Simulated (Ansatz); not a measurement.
# LuAs (Fm-3m): phonons and vibrational spectra

Task: relax LuAs (Fm-3m), then find its harmonic phonons.

Main program and level: Ansatz 0.2.0; DFT PBEsol, scalar-relativistic, plane waves, PAW; PAW set soft_1.

**1. Set-up**

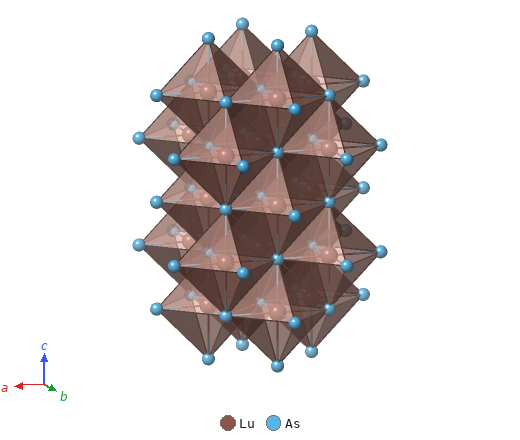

Start, viewed from a free direction; lutetium brown, arsenic blue. 1×1×2 cells are drawn. This picture shows the conventional cell, with its axes. Some periodic images of atoms are drawn too.

**2. Relaxation**

Harmonic phonons are second derivatives at a point where the forces vanish, and they are wanted at zero stress, so atoms and cell are relaxed first.

The input, input.yaml:

```yaml
crystal:
  lattice:
    - [0.0, 2.838190747, 2.838190747]
    - [2.838190747, 0.0, 2.838190747]
    - [2.838190747, 2.838190747, 0.0]
  atoms:
    - { symbol: Lu, position: [0.5, 0.5, 0.5] }
    - { symbol: As, position: [0.0, 0.0, 0.0] }
kpoints:
  mp_grid: { grid: [12, 12, 12] }
hamiltonian:
  xc: pbesol
  pseudopotentials: { kind: paw, azcp: { folder: soft_1 }, xc_functional: pbe }
scf:
  occupations: { method: gaussian, width: 0.1 }
output:
  forces: true
  stress: true
  eigenvalues: true
  write_density: true
  write_potential: true
  elf: true
  volumetric_format: npy
relax:
  adjacent_minimum: "off"
  f_tol: 0.005
  max_steps: 80
  cell: { stress_tol: 0.05 }
```

On the command line:

```
> ansatz run input.yaml --threads 4 --pin off --max-ram 10240MiB --backend cpu --events-out ev --progress --plain --runs-dir out
```

Numbers of over 12 decimals in the logs are rounded to 6 here.

The program printed:

```text
Engine: ansatz 0.2.0, aarch64-unknown-linux-gnu
Pseudopotentials: kind: paw
Pseudopotential: Lu, paw, valence charge 25, recommended cutoff 420 eV (normal), soft_1/Lu.paw.azcp
Pseudopotential: As, paw, valence charge 15, recommended cutoff 420 eV (normal), soft_1/As.paw.azcp
Functional definition: PBEsol
  exchange = pbesol_x
  correlation = pbesol_c
Crystal: 2 atoms, lattice volume = 45.725 Å³
Basis set: ecut = 420 eV, 893 PW (Γ), exchange–correlation on 54×54×54 points (8 copies of the dense FFT grid, shifted against one another)
Bands: 24, of which v1, the nominal top of the filled ones, is band 20 counted from 1 (19 counted from 0)
Symmetry: 48 space group operations
Space group: Fm-3m (ITA 225), of the structure as read, at distance tolerance 3.6e-5 Å
k-points: 72 of 1728
Non-local potential: Lu, projectors of the file, l = 0: 3, l = 1: 2, l = 2: 2, l = 3: 3
Non-local potential: As, projectors of the file, l = 0: 2, l = 1: 2, l = 2: 3, l = 3: 1
PAW form: soft (Blöchl's): semilocal exchange-correlation on the pseudo side does not see the compensation charge
PAW frozen core: Lu, regenerated for the run's functional, and the local potential with it (the file was generated under x = pbe(κ = 0.804, μ = 0.219515), c = pbe(β = 0.066725))
PAW frozen core: As, regenerated for the run's functional, and the local potential with it (the file was generated under x = pbe(κ = 0.804, μ = 0.219515), c = pbe(β = 0.066725))
PAW one-centre angular grid: Lu, 590 points (default); XC on 64 Gauss nodes
PAW one-centre angular grid: As, 590 points (default); XC on 64 Gauss nodes
Initial density: superposition of atomic densities (chi_scale 0.1, normalization cell, long waves kept (reshape's long-wave potential 0.00 eV rms))
Initial wavefunctions: pseudopotential atomic-orbital guess
Functional: x = pbesol(κ = 0.804, μ = 0.123457), c = pbesol(β = 0.046)
SCF iter   1: F=—  HF=-19428.686934 eV  |F-HF|=—  |Δ(HF+E_count)|=         —  Δρ=6.00e-2  dr2=1.75e0  ethr=3.10e-3  ⟨swp⟩=5.1  Hψ=8396  notcnv=0
preconditioner: auto → Kerker (q_TF=auto, 2.668 Å⁻¹)  [metal: Δε(μ)=0.090 eV  Ē_g=19.261 eV  σ=0.100 eV  W_gap=0.46  n_scr=14 (ndim 8)  ℏωp=33.9 eV  f_vac=0.000  D(μ)=0.35/eV (n_scr^D=0)]
SCF iter   2: F=—  HF=-19428.253627 eV  |F-HF|=—  |Δ(HF+E_count)|=   4.33e-1  Δρ=2.92e-2  dr2=3.88e-1  ethr=3.10e-3  ⟨swp⟩=3.7  Hψ=4195  notcnv=0  defer=1
preconditioner: auto → none  [insulator: Δε(μ)=0.149 eV  Ē_g=19.213 eV  σ=0.100 eV  W_gap=0.60  n_scr=14 (ndim 8)  ℏωp=33.9 eV  f_vac=0.000  D(μ)=0.20/eV (n_scr^D=0)  ε∞_Penn≈4.1]
SCF iter   3: F=—  HF=-19428.119760 eV  |F-HF|=—  |Δ(HF+E_count)|=   1.34e-1  Δρ=1.38e-2  dr2=6.08e-2  ethr=9.71e-4  ⟨swp⟩=3.9  Hψ=4669  notcnv=0  defer=1
SCF iter   4: F=—  HF=-19428.045989 eV  |F-HF|=—  |Δ(HF+E_count)|=   7.38e-2  Δρ=4.98e-3  dr2=5.73e-3  ethr=1.52e-4  ⟨swp⟩=3.1  Hψ=4709  notcnv=0  defer=1
SCF iter   5: F=—  HF=-19428.052043 eV  |F-HF|=—  |Δ(HF+E_count)|=   6.05e-3  Δρ=1.96e-3  dr2=9.96e-4  ethr=1.43e-5  ⟨swp⟩=2.5  Hψ=4157  notcnv=0  defer=1
SCF iter   6: F=—  HF=-19428.054085 eV  |F-HF|=—  |Δ(HF+E_count)|=   2.04e-3  Δρ=2.54e-4  dr2=5.03e-5  ethr=2.49e-6  ⟨swp⟩=2.8  Hψ=3450  notcnv=0  defer=1
SCF iter   7: F=—  HF=-19428.054050 eV  |F-HF|=—  |Δ(HF+E_count)|=   3.52e-5  Δρ=1.03e-4  dr2=2.83e-6  ethr=1.26e-7  ⟨swp⟩=3.0  Hψ=3956  notcnv=0  defer=1
SCF iter   8: F=—  HF=-19428.054050 eV  |F-HF|=—  |Δ(HF+E_count)|=   2.65e-7  Δρ=1.19e-5  dr2=2.26e-8  ethr=2.50e-10  ⟨swp⟩=12.8  Hψ=21027  notcnv=0
SCF iter   9: F=-19428.054050 eV  HF=-19428.054050 eV  |F-HF|=2.98e-9  |Δ(HF+E_count)|=   4.44e-8  Δρ=3.85e-6  dr2=4.07e-9  ethr=5.66e-11  ⟨swp⟩=10.7  Hψ=14599  notcnv=0
SCF 1 converged in 9 iterations: F = -19428.054050 eV  dr2 = 4.07e-9
  greatest PAW one-centre occupation: 0.999 electrons in one spin orbital (limit 2), on the As atom at site 1 (counted from 0), in its partial waves of l = 2
relax step   1: F+E_penalty+E_count = -19428.05405042 eV  Δ(F+E_penalty+E_count) = +0.000e0 eV  max|allowed force component| = 6.018e-29 eV/Å  Δτ_max = 0.0000 Å  P = -2.864 GPa  Ω = 45.725 Å³  (9 SCF iters, dr2 threshold 1.00e-7 eV, accepted)
Crystal: 2 atoms, lattice volume = 42.372 Å³
Basis set: ecut = 420 eV, 869 PW (Γ), exchange–correlation on 54×54×54 points (8 copies of the dense FFT grid, shifted against one another)
Initial density: handed on by an earlier stage of this run
Initial wavefunctions: those handed on with the density
iter 1 solved again at ethr=3.79e-5 eV; its pass at ethr=3.10e-3 eV (dr2=1.51e-2 eV) is discarded
SCF iter   1: F=—  HF=-19428.055656 eV  |F-HF|=—  |Δ(HF+E_count)|=         —  Δρ=4.66e-3  dr2=1.54e-2  ethr=3.79e-5  ⟨swp⟩=2.0  Hψ=13241  notcnv=0
preconditioner: auto → none  [insulator: Δε(μ)=0.152 eV  Ē_g=19.638 eV  σ=0.100 eV  W_gap=0.62  n_scr=14 (ndim 8)  ℏωp=35.2 eV  f_vac=0.000  D(μ)=0.22/eV (n_scr^D=0)  ε∞_Penn≈4.2]
SCF iter   2: F=—  HF=-19428.049892 eV  |F-HF|=—  |Δ(HF+E_count)|=   5.76e-3  Δρ=2.00e-3  dr2=1.29e-3  ethr=3.79e-5  ⟨swp⟩=2.7  Hψ=3067  notcnv=0
SCF iter   3: F=—  HF=-19428.049562 eV  |F-HF|=—  |Δ(HF+E_count)|=   3.30e-4  Δρ=7.17e-4  dr2=1.92e-4  ethr=3.23e-6  ⟨swp⟩=2.6  Hψ=4164  notcnv=0
SCF iter   4: F=—  HF=-19428.049503 eV  |F-HF|=—  |Δ(HF+E_count)|=   5.95e-5  Δρ=5.90e-4  dr2=7.40e-5  ethr=4.80e-7  ⟨swp⟩=3.0  Hψ=3982  notcnv=0
SCF iter   5: F=—  HF=-19428.049480 eV  |F-HF|=—  |Δ(HF+E_count)|=   2.25e-5  Δρ=2.18e-4  dr2=1.15e-5  ethr=1.85e-7  ⟨swp⟩=3.0  Hψ=3911  notcnv=0
SCF iter   6: F=—  HF=-19428.049477 eV  |F-HF|=—  |Δ(HF+E_count)|=   3.39e-6  Δρ=7.09e-5  dr2=1.15e-6  ethr=2.87e-8  ⟨swp⟩=2.5  Hψ=3349  notcnv=0
SCF iter   7: F=-19428.049477 eV  HF=-19428.049477 eV  |F-HF|=3.50e-8  |Δ(HF+E_count)|=   8.52e-8  Δρ=9.25e-6  dr2=1.48e-8  ethr=5.00e-10  ⟨swp⟩=14.8  Hψ=21226  notcnv=0
SCF 2 converged in 7 iterations: F = -19428.049477 eV  dr2 = 1.48e-8
relax step   2: F+E_penalty+E_count = -19428.04947655 eV  Δ(F+E_penalty+E_count) = +4.574e-3 eV  max|allowed force component| = 4.694e-29 eV/Å  Δτ_max = 0.0000 Å  P = +3.803 GPa  Ω = 42.372 Å³  energy of the carried Pulay correction = +9.548e-4 eV  (7 SCF iters, dr2 threshold 2.00e-7 eV, rejected (line search))
Crystal: 2 atoms, lattice volume = 44.222 Å³
iter 1 solved again at ethr=1.33e-5 eV; its pass at ethr=3.10e-3 eV (dr2=5.33e-3 eV) is discarded
SCF iter   1: F=—  HF=-19428.071248 eV  |F-HF|=—  |Δ(HF+E_count)|=         —  Δρ=2.70e-3  dr2=5.39e-3  ethr=1.33e-5  ⟨swp⟩=2.0  Hψ=12786  notcnv=0
preconditioner: auto → none  [insulator: Δε(μ)=0.161 eV  Ē_g=12.953 eV  σ=0.100 eV  W_gap=0.61  n_scr=14 (ndim 8)  ℏωp=29.5 eV  f_vac=0.000  D(μ)=0.18/eV (n_scr^D=0)  ε∞_Penn≈6.2]
SCF iter   2: F=—  HF=-19428.069223 eV  |F-HF|=—  |Δ(HF+E_count)|=   2.02e-3  Δρ=1.10e-3  dr2=4.40e-4  ethr=1.33e-5  ⟨swp⟩=2.1  Hψ=2821  notcnv=0
SCF iter   3: F=—  HF=-19428.069112 eV  |F-HF|=—  |Δ(HF+E_count)|=   1.11e-4  Δρ=4.03e-4  dr2=5.73e-5  ethr=1.10e-6  ⟨swp⟩=2.4  Hψ=3520  notcnv=0
SCF iter   4: F=—  HF=-19428.069104 eV  |F-HF|=—  |Δ(HF+E_count)|=   8.38e-6  Δρ=3.04e-4  dr2=2.23e-5  ethr=1.43e-7  ⟨swp⟩=3.0  Hψ=3770  notcnv=0
SCF iter   5: F=—  HF=-19428.069094 eV  |F-HF|=—  |Δ(HF+E_count)|=   9.61e-6  Δρ=3.52e-5  dr2=4.07e-7  ethr=5.58e-8  ⟨swp⟩=3.0  Hψ=3933  notcnv=0
SCF iter   6: F=—  HF=-19428.069093 eV  |F-HF|=—  |Δ(HF+E_count)|=   8.70e-7  Δρ=1.16e-5  dr2=1.93e-8  ethr=1.02e-9  ⟨swp⟩=3.1  Hψ=4018  notcnv=0
SCF iter   7: F=—  HF=-19428.069094 eV  |F-HF|=—  |Δ(HF+E_count)|=   4.66e-8  Δρ=1.91e-6  dr2=4.58e-10  ethr=4.82e-11  ⟨swp⟩=2.7  Hψ=3521  notcnv=0
SCF iter   8: F=—  HF=-19428.069094 eV  |F-HF|=—  |Δ(HF+E_count)|=  2.69e-10  Δρ=4.38e-7  dr2=3.22e-11  ethr=1.15e-12  ⟨swp⟩=2.9  Hψ=3378  notcnv=0
SCF iter   9: F=-19428.069094 eV  HF=-19428.069094 eV  |F-HF|=3.64e-12  |Δ(HF+E_count)|=  3.64e-12  Δρ=1.28e-7  dr2=2.24e-12  ethr=1.00e-12  ⟨swp⟩=8.5  Hψ=12096  notcnv=0
SCF 3 converged in 9 iterations: F = -19428.069094 eV  dr2 = 2.24e-12
relax step   3: F+E_penalty+E_count = -19428.06909354 eV  Δ(F+E_penalty+E_count) = -1.504e-2 eV  max|allowed force component| = 2.953e-28 eV/Å  Δτ_max = 0.0000 Å  P = -0.178 GPa  Ω = 44.222 Å³  energy of the carried Pulay correction = +4.192e-4 eV  (9 SCF iters, accepted)
[...]
relax step   4: F+E_penalty+E_count = -19428.06917122 eV  Δ(F+E_penalty+E_count) = -7.768e-5 eV  max|allowed force component| = 2.461e-28 eV/Å  Δτ_max = 0.0000 Å  P = +0.009 GPa  Ω = 44.126 Å³  energy of the carried Pulay correction = +4.465e-4 eV  (4 SCF iters, dr2 threshold 7.90e-8 eV, accepted)
Initial wavefunctions: pseudopotential atomic-orbital guess (no wavefunctions were taken with the density)
iter 1 solved again at ethr=5.98e-9 eV; its pass at ethr=3.10e-3 eV (dr2=2.39e-6 eV) is discarded
SCF iter   1: F=—  HF=-19428.068763 eV  |F-HF|=—  |Δ(HF+E_count)|=         —  Δρ=4.01e-5  dr2=2.20e-7  ethr=5.98e-9  ⟨swp⟩=6.4  Hψ=17900  notcnv=0
preconditioner: auto → none  [insulator: Δε(μ)=0.159 eV  Ē_g=12.968 eV  σ=0.100 eV  W_gap=0.61  n_scr=14 (ndim 8)  ℏωp=29.6 eV  f_vac=0.000  D(μ)=0.18/eV (n_scr^D=0)  ε∞_Penn≈6.2]
SCF iter   2: F=—  HF=-19428.068765 eV  |F-HF|=—  |Δ(HF+E_count)|=   2.56e-6  Δρ=2.50e-5  dr2=1.11e-7  ethr=5.49e-10  ⟨swp⟩=3.6  Hψ=4393  notcnv=0
SCF iter   3: F=—  HF=-19428.068765 eV  |F-HF|=—  |Δ(HF+E_count)|=   2.22e-8  Δρ=9.18e-6  dr2=1.83e-8  ethr=2.78e-10  ⟨swp⟩=3.0  Hψ=3627  notcnv=0
SCF iter   4: F=—  HF=-19428.068765 eV  |F-HF|=—  |Δ(HF+E_count)|=   1.19e-8  Δρ=3.22e-6  dr2=1.73e-9  ethr=4.57e-11  ⟨swp⟩=3.0  Hψ=4123  notcnv=0
SCF iter   5: F=—  HF=-19428.068765 eV  |F-HF|=—  |Δ(HF+E_count)|=   1.05e-9  Δρ=9.47e-7  dr2=1.20e-10  ethr=4.32e-12  ⟨swp⟩=2.8  Hψ=3605  notcnv=0
SCF iter   6: F=-19428.068765 eV  HF=-19428.068765 eV  |F-HF|=7.28e-12  |Δ(HF+E_count)|=  1.60e-10  Δρ=1.42e-7  dr2=1.70e-12  ethr=1.00e-12  ⟨swp⟩=9.4  Hψ=13066  notcnv=0
SCF 5 converged in 6 iterations: F = -19428.068765 eV  dr2 = 1.70e-12
relax step   5: F+E_penalty+E_count = -19428.06876549 eV  Δ(F+E_penalty+E_count) = +4.057e-4 eV  max|allowed force component| = 3.087e-28 eV/Å  Δτ_max = 0.0000 Å  P = +0.003 GPa  Ω = 44.126 Å³  stress off target by 2.75e-3 GPa  SCF on the basis re-selected at this cell (its energy is not comparable with the rows above)  (6 SCF iters)
basis re-selected at this cell: Δ(F+E_penalty+E_count) = +4.057e-4 eV, ΔP = -0.006 GPa vs the last step (what re-selecting the basis moved, of the pressure what is left beyond the Pulay correction that the steps carried, after the strain that the cell walked since its last selection, with what the two solves' SCF thresholds leave and, on support functions, any second-order correction that the steps lacked; it is no m [...]
SCF converged after 6 iterations
Free energy (F): -19428.068765 eV
Harris-Foulkes:  -19428.068765 eV  (|F-HF|=7.28e-12)
Internal energy: -19428.067879 eV  (E = F + TS)
E sigma→0 (E₀):  -19428.068322 eV
Entropy (-TS):   -0.000887 eV (-0.443 meV/atom)
Fermi energy:    13.637639 eV
--- Per-component energies (eV) ---
  E_band       = -172.568348
  E_kinetic    = 519.935703
  E_local      = -8464.174554  (includes V_loc(G=0)·N_el)
  E_nonlocal   = 292.180770
  E_hartree    = 3822.742568
  E_xc         = -278.634706
  E_vxc        = -328.915109  (∫ρ·V_xc dr)
  E_paw        = -9271.181638  (= ΣΔE_a)
  E_vpaw       = 162.919762  (= ΣTr[D̂ρ^β])
  E_aug_tail   = -0.000023  (compensation charges beyond the density's cutoff)
  E_ewald      = -6051.094313
  E_core_change = 2.158315  (= ΣΔE_core)
  E_smearing   = -0.000887  (= −TS)
  E_closure    = -0.000000  (closes the sum)
  Σ components = -19428.068765   (vs F -19428.068765, Δ=0.00e0)
--- Forces (eV/Å), atoms counted from 1 ---
  atom   1  Lu    -0.00000000     0.00000000     0.00000000
  atom   2  As     0.00000000    -0.00000000    -0.00000000
  max |Σ_I F_I| component: 5.94e-28 eV/Å
--- Stress (GPa, compression-positive) ---
        0.002748      -0.000000      -0.000000
        0.000000       0.002748      -0.000000
       -0.000000       0.000000       0.002748
  P = ⅓ Tr σ = 0.0027 GPa (0.027 kbar)
--- Band table (eV; the first three rows and the last of 72) ---
  k-point 0: bands = [... 16 lower, 8.9893, 14.3698, 14.3698, 14.3698, 15.1300, 15.1300, 15.1300, 16.0972]
  k-point 1: bands = [... 16 lower, 8.9894, 13.4375, 13.8396, 13.8396, 15.3305, 15.3305, 15.4537, 16.6826]
  k-point 2: bands = [... 16 lower, 8.9897, 12.0778, 13.0633, 13.0633, 15.6301, 15.6936, 15.6936, 17.8465]
  k-point 71: bands = [... 16 lower, 8.9890, 10.8130, 10.8130, 10.8868, 16.7391, 16.7391, 17.1182, 18.8901]
--- Relaxed structure (4 steps of the walk, 3 accepted, 1 SCFs on fresh bases) ---
  F+E_penalty+E_count = -19428.06876549 eV   max|allowed force component| = 3.087e-28 eV/Å   (the final SCF, on the basis selected at the relaxed cell)
  cell:  # Å, volume = 44.1257 Å³
    - [0, 2.804706, 2.804706]
    - [2.804706, 0, 2.804706]
    - [2.804706, 2.804706, 0]
  atoms:
    - { symbol: Lu, position: [0.500000, 0.500000, 0.500000] }
    - { symbol: As, position: [0, 0, 0] }
```

Elapsed: 9.1 s, on 4 threads of Arm Neoverse V1, shared host; peak memory 0.42 GiB.

Relaxation path:

```csv
step,energy less that of the first step (eV),largest force component (eV/Å),pressure (GPa),volume (Å³)
1,0.0000,0.0000,-2.86,45.73
2,0.0046,0.0000,3.80,42.37
3,-0.0150,0.0000,-0.18,44.22
4,-0.0151,0.0000,0.01,44.13
5*,-0.0147,0.0000,0.00,44.13
```

Relaxation steps marked * repeat the geometry before them on a plane-wave basis chosen anew for their cell, so energy and pressure can jump there. Relaxation step 2 was tried and not accepted.

The run keeps the 48 symmetry operations that it works with, so distortions that break them were not tested.

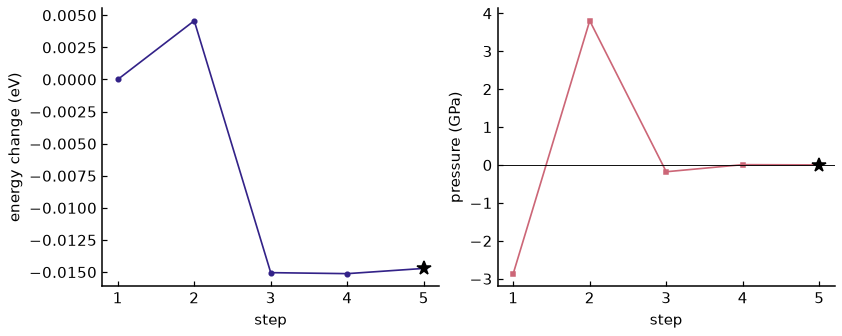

Energy and pressure along the relaxation. Stars mark steps on a basis chosen anew.

```csv
"conventional cell, symmetrised",before,after,change
a (Å),5.676,5.609,-1.2 %
b (Å),5.676,5.609,-1.2 %
c (Å),5.676,5.609,-1.2 %
volume (Å³/atom),22.86,22.06,-3.5 %
```

Final coordinates:

```xyz
2
Lattice="0.0000 2.8047 2.8047 2.8047 0.0000 2.8047 2.8047 2.8047 0.0000" Properties=species:S:1:pos:R:3 pbc="T T T"
Lu    2.8047    2.8047    2.8047
As    0.0000    0.0000    0.0000
```

This step gave:

```
pressure          : 0.002748 GPa
volume per atom   : 22.06 Å³
gap on the k-mesh : 0 eV
```

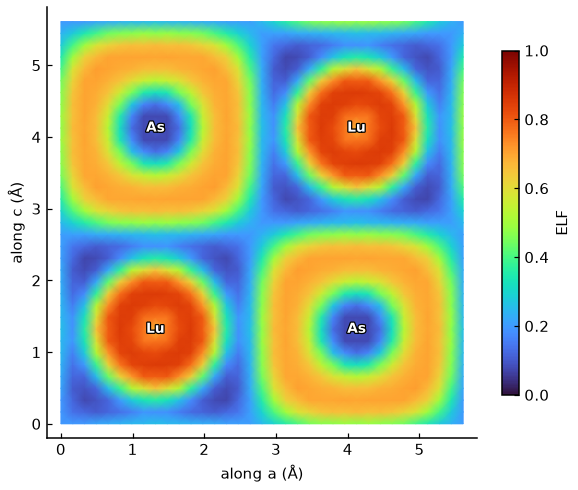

ELF in the ac plane of the conventional cell at fractional y = 0.000, with atoms of Lu and As within 0.2 Å of it. It is the smooth field of the valence electrons, not physical close to the nuclei. The map starts off the cell's origin, so that atoms lie inside it.

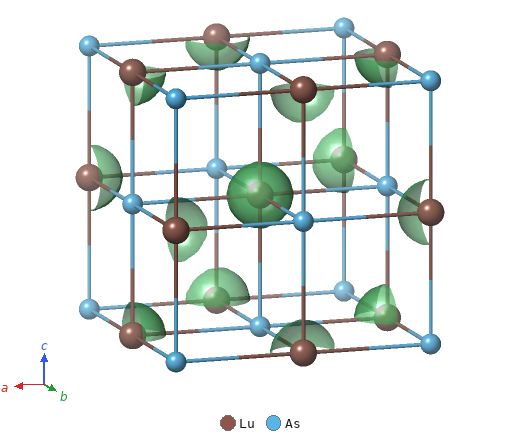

Surface of ELF = 0.78.

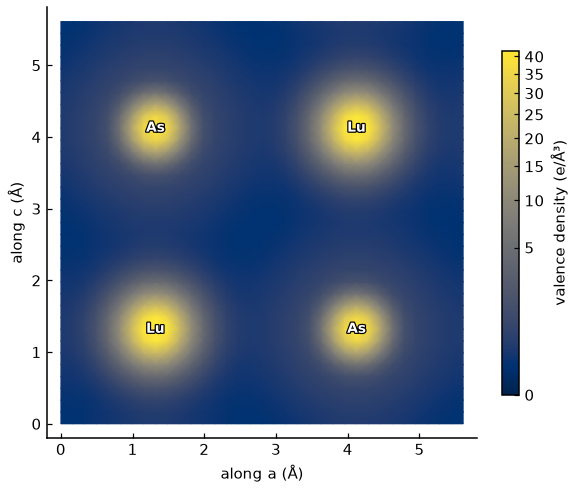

Valence density in the ac plane of the conventional cell at fractional y = 0.000, with atoms of Lu and As within 0.2 Å of it. It is the smooth field of the valence electrons, not physical close to the nuclei. The map starts off the cell's origin, so that atoms lie inside it. The colour scale is stretched toward low values.

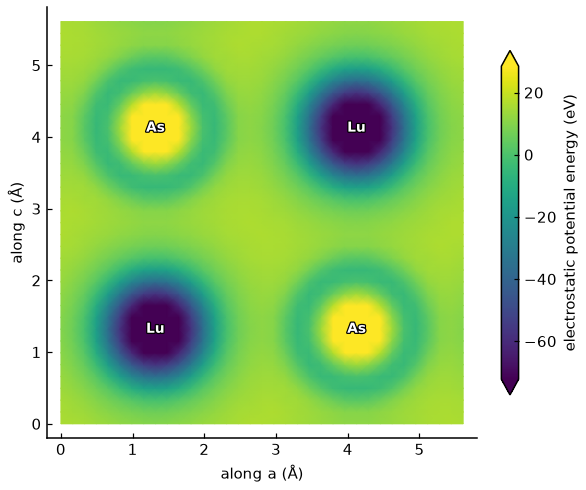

Electrostatic potential energy in the ac plane of the conventional cell at fractional y = 0.000, with atoms of Lu and As within 0.2 Å of it. With pseudopotentials it is smooth inside the atoms' cores, unlike the true potential. The map starts off the cell's origin, so that atoms lie inside it.

In this step the volume went from 22.86 to 22.06 Å³/atom.

**3. Tight relaxation**

Phonons need a cell at rest on their own settings, so the relaxation is repeated with tight tolerances on forces and stress on the k mesh and occupations of the first response run.

input.yaml, the sections that differ from step 2:

```yaml
crystal:
  lattice:
    - [0.0, 2.8047057303, 2.8047057303]
    - [2.8047057303, 0.0, 2.8047057303]
    - [2.8047057303, 2.8047057303, 0.0]
  atoms:
    - { symbol: Lu, position: [0.5, 0.5, 0.5] }
    - { symbol: As, position: [0.0, 0.0, 0.0] }
scf:
  occupations: { method: methfessel_paxton, width: 0.2 }
output:
  forces: true
  stress: true
  eigenvalues: true
relax:
  adjacent_minimum: "off"
  f_tol: 0.001
  max_steps: 60
  cell: { stress_tol: 0.01 }
# kpoints, hamiltonian: as in step 2
```

The program printed:

```text
[...]
Crystal: 2 atoms, lattice volume = 44.126 Å³
Basis set: ecut = 420 eV, 869 PW (Γ), exchange–correlation on 54×54×54 points (8 copies of the dense FFT grid, shifted against one another)
Bands: 24, of which v1, the nominal top of the filled ones, is band 20 counted from 1 (19 counted from 0)
Symmetry: 48 space group operations
[...]
k-points: 72 of 1728
[...]
k-point 71: bands = [... 16 lower, 8.9889, 10.8132, 10.8132, 10.8870, 16.7391, 16.7391, 17.1182, 18.8900]
--- Relaxed structure (1 steps of the walk, 1 accepted, 1 SCFs on fresh bases) ---
[...]
cell:  # Å, volume = 44.1257 Å³
    - [0.0, 2.8047057303, 2.8047057303]
    - [2.8047057303, 0.0, 2.8047057303]
    - [2.8047057303, 2.8047057303, 0.0]
  atoms:
    - { symbol: Lu, position: [0.5, 0.5, 0.5] }
    - { symbol: As, position: [0.0, 0.0, 0.0] }
[key lines of the parts left out:]
SCF converged after 5 iterations
Free energy (F): -19428.068117 eV
Fermi energy:    13.633460 eV
P = ⅓ Tr σ = 0.0059 GPa (0.059 kbar)
```

The job ended after 3.6 s (4 threads; peak memory 0.41 GiB).

Little changed from the start: no atom moved by 0.005 Å and no cell edge by 0.1 %.

This step gave:

| Property | Result |
| --- | --- |
| pressure | 0.005943 GPa |

The forces vanish by symmetry and the pressure is 0.006 GPa, within the tolerances set. The cell now holds 22.06 Å³/atom.

(Part 1 of 2 ends here.)

[Logs are printed without paths, hosts, clocks, repeated set-up lines and the standing remarks that a program may print on its own settings, such as how far it seeks lower states.]

[Hosts, paths, dates, database ids (printed as entryN), source tags and the programs' standing remarks are cut or masked in the printed files.]
